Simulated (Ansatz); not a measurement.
```xyz
19

C     2.0192   -0.1466   -1.5477
N     1.1302    0.0016   -0.4262
C     1.8270    0.2110    0.8141
In   -0.8637   -0.0981   -0.6063
C    -2.1486   -0.3811   -2.2730
O    -1.7579    0.1321    1.1632
Si   -1.5413    0.2899    2.7555
H     1.4656   -0.3017   -2.4778
H     2.6525    0.7436   -1.6867
H     2.6977   -1.0049   -1.4219
H     2.4916   -0.6330    1.0550
H     1.1314    0.3285    1.6468
H     2.4534    1.1156    0.7781
H    -2.8217    0.4727   -2.3488
H    -1.5780   -0.4785   -3.1952
H    -2.7412   -1.2818   -2.1140
H    -2.8574    0.3295    3.4536
H    -0.8050    1.5445    3.1005
H    -0.7539   -0.8434    3.3309
```

Geometry: PBE0-D4/def2-TZVP; core potentials replace the inner electrons of In.

Level of theory: RKS PBE0-D4/def2-TZVPP in Ansatz.

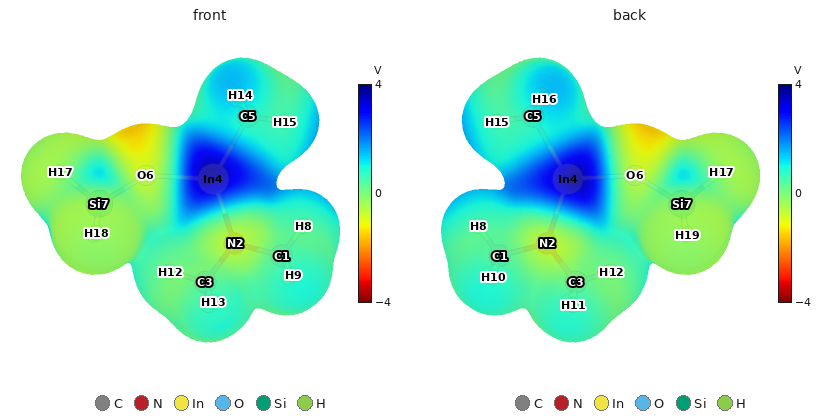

C3H12InNOSi. The electrostatic potential painted on the density surface at 0.004 e/bohr³, seen from the front and from behind; the colour scale runs from red (negative) to blue (positive).

**Which sites attract a positive test charge, and which a negative one?**

A positive charge is drawn to the negative regions and a negative charge to the positive ones. The most negative region (about −1.5 V) lies over O6, the most positive (about +3.5 V) over In4. O6 is the likeliest acceptor of a hydrogen bond.
